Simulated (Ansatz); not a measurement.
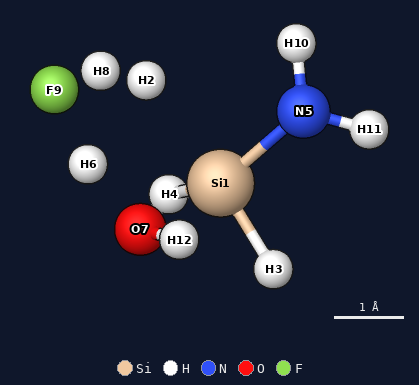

**Figure 1.** The starting structure (ball-and-stick view, seen at a tilt; atoms are numbered from 1 in the order of the input). Bond lengths as drawn: H–N 1.01 Å, H–O 0.95 Å, H–Si 1.46 to 1.48 Å and N–Si 1.72 Å.

**Run report: SiNH8OF, nudged elastic band**

SiNH8OF, set up with RKS PBE-D4/def2-SVP (Ansatz 0.2.0).

One setting was made poor on purpose. It belongs to a series of runs on one base structure; here: band between the two ends.

## Input file
```yaml
crystal:
  periodic: [false, false, false]
  atoms:
    - { symbol: Si, position_ang: [-0.563, -0.7223, 0.3636] }
    - { symbol: H, position_ang: [0.7976, 0.3673, 1.0589] }
    - { symbol: H, position_ang: [-1.5271, -1.528, -0.4246] }
    - { symbol: H, position_ang: [-0.0247, -1.6918, 1.3106] }
    - { symbol: "N", position_ang: [-1.4735, 0.7376, 0.4181] }
    - { symbol: H, position_ang: [1.6564, 0.0734, -0.9946] }
    - { symbol: O, position_ang: [0.6897, -0.7009, -1.2783] }
    - { symbol: H, position_ang: [1.5762, 0.707, 0.5712] }
    - { symbol: F, position_ang: [2.328, 0.8502, -0.3678] }
    - { symbol: H, position_ang: [-1.1992, 1.5136, 0.9963] }
    - { symbol: H, position_ang: [-2.4769, 0.6815, 0.3442] }
    - { symbol: H, position_ang: [0.2166, -0.2878, -1.9976] }
basis:
  gaussian: { orbitals: def2-SVP }
hamiltonian:
  xc: pbe
  dispersion: d4
neb:
  order_check: false
  images: 7
  f_tol: 0.03
  max_iterations: 60
  final_atoms:
    - { symbol: Si, position_ang: [-0.563, -0.7223, 0.3636] }
    - { symbol: H, position_ang: [0.7976, 0.3673, 1.0589] }
    - { symbol: H, position_ang: [-1.5271, -1.528, -0.4246] }
    - { symbol: H, position_ang: [-0.0247, -1.6918, 1.3106] }
    - { symbol: "N", position_ang: [-1.4735, 0.7376, 0.4181] }
    - { symbol: H, position_ang: [1.6564, 0.0734, -0.9946] }
    - { symbol: O, position_ang: [0.6897, -0.7009, -1.2783] }
    - { symbol: H, position_ang: [1.5762, 0.707, 0.5712] }
    - { symbol: F, position_ang: [2.328, 0.8502, -0.3678] }
    - { symbol: H, position_ang: [-1.1992, 1.5136, 0.9963] }
    - { symbol: H, position_ang: [-2.4769, 0.6815, 0.3442] }
    - { symbol: H, position_ang: [0.2166, -0.2878, -1.9976] }
  initial_path:
    images:
      - { positions_ang: [[-0.563, -0.7223, 0.3636], [0.7976, 0.3673, 1.0589], [-1.5271, -1.528, -0.4246], [-0.0247, -1.6918, 1.3106], [-1.4735, 0.7376, 0.4181], [1.6564, 0.0734, -0.9946], [0.6897, -0.7009, -1.2783], [1.5762, 0.707, 0.5712], [2.328, 0.8502, -0.3678], [-1.1992, 1.5136, 0.9963], [-2.4769, 0.6815, 0.3442], [0.2166, -0.2878, -1.9976]] }
      - { positions_ang: [[-0.563, -0.7223, 0.3636], [0.7976, 0.3673, 1.0589], [-1.5271, -1.528, -0.4246], [-0.0247, -1.6918, 1.3106], [-1.4735, 0.7376, 0.4181], [1.6564, 0.0734, -0.9946], [0.6897, -0.7009, -1.2783], [1.5762, 0.707, 0.5712], [2.328, 0.8502, -0.3678], [-1.1992, 1.5136, 0.9963], [-2.4769, 0.6815, 0.3442], [0.2166, -0.2878, -1.9976]] }
      - { positions_ang: [[-0.563, -0.7223, 0.3636], [0.7976, 0.3673, 1.0589], [-1.5271, -1.528, -0.4246], [-0.0247, -1.6918, 1.3106], [-1.4735, 0.7376, 0.4181], [1.6564, 0.0734, -0.9946], [0.6897, -0.7009, -1.2783], [1.5762, 0.707, 0.5712], [2.328, 0.8502, -0.3678], [-1.1992, 1.5136, 0.9963], [-2.4769, 0.6815, 0.3442], [0.2166, -0.2878, -1.9976]] }
      - { positions_ang: [[-0.563, -0.7223, 0.3636], [0.7976, 0.3673, 1.0589], [-1.5271, -1.528, -0.4246], [-0.0247, -1.6918, 1.3106], [-1.4735, 0.7376, 0.4181], [1.6564, 0.0734, -0.9946], [0.6897, -0.7009, -1.2783], [1.5762, 0.707, 0.5712], [2.328, 0.8502, -0.3678], [-1.1992, 1.5136, 0.9963], [-2.4769, 0.6815, 0.3442], [0.2166, -0.2878, -1.9976]] }
      - { positions_ang: [[-0.563, -0.7223, 0.3636], [0.7976, 0.3673, 1.0589], [-1.5271, -1.528, -0.4246], [-0.0247, -1.6918, 1.3106], [-1.4735, 0.7376, 0.4181], [1.6564, 0.0734, -0.9946], [0.6897, -0.7009, -1.2783], [1.5762, 0.707, 0.5712], [2.328, 0.8502, -0.3678], [-1.1992, 1.5136, 0.9963], [-2.4769, 0.6815, 0.3442], [0.2166, -0.2878, -1.9976]] }
      - { positions_ang: [[-0.563, -0.7223, 0.3636], [0.7976, 0.3673, 1.0589], [-1.5271, -1.528, -0.4246], [-0.0247, -1.6918, 1.3106], [-1.4735, 0.7376, 0.4181], [1.6564, 0.0734, -0.9946], [0.6897, -0.7009, -1.2783], [1.5762, 0.707, 0.5712], [2.328, 0.8502, -0.3678], [-1.1992, 1.5136, 0.9963], [-2.4769, 0.6815, 0.3442], [0.2166, -0.2878, -1.9976]] }
      - { positions_ang: [[-0.563, -0.7223, 0.3636], [0.7976, 0.3673, 1.0589], [-1.5271, -1.528, -0.4246], [-0.0247, -1.6918, 1.3106], [-1.4735, 0.7376, 0.4181], [1.6564, 0.0734, -0.9946], [0.6897, -0.7009, -1.2783], [1.5762, 0.707, 0.5712], [2.328, 0.8502, -0.3678], [-1.1992, 1.5136, 0.9963], [-2.4769, 0.6815, 0.3442], [0.2166, -0.2878, -1.9976]] }
      - { positions_ang: [[-0.563, -0.7223, 0.3636], [0.7976, 0.3673, 1.0589], [-1.5271, -1.528, -0.4246], [-0.0247, -1.6918, 1.3106], [-1.4735, 0.7376, 0.4181], [1.6564, 0.0734, -0.9946], [0.6897, -0.7009, -1.2783], [1.5762, 0.707, 0.5712], [2.328, 0.8502, -0.3678], [-1.1992, 1.5136, 0.9963], [-2.4769, 0.6815, 0.3442], [0.2166, -0.2878, -1.9976]] }
      - { positions_ang: [[-0.563, -0.7223, 0.3636], [0.7976, 0.3673, 1.0589], [-1.5271, -1.528, -0.4246], [-0.0247, -1.6918, 1.3106], [-1.4735, 0.7376, 0.4181], [1.6564, 0.0734, -0.9946], [0.6897, -0.7009, -1.2783], [1.5762, 0.707, 0.5712], [2.328, 0.8502, -0.3678], [-1.1992, 1.5136, 0.9963], [-2.4769, 0.6815, 0.3442], [0.2166, -0.2878, -1.9976]] }
```

Launch command:
```bash
ansatz run input.yaml --threads 2 --pin off --max-ram 3072MiB --backend cpu --events-out ev --progress --plain --runs-dir out
```

## The program's output
```
Error: invalid value for `neb.final_atoms`: is identical to crystal.atoms — the two endpoints must differ for a path to exist
```

## What the run reported

```tsv
quantity	value
outcome	refused by the program
hardware	2 threads of Arm Neoverse V1, 24 GiB of memory available, shared host
```

The program refused the input: “invalid value for `neb.final_atoms`: is identical to crystal.atoms — the two endpoints must differ for a path to exist” A deliberately poor setting: ends not relaxed.
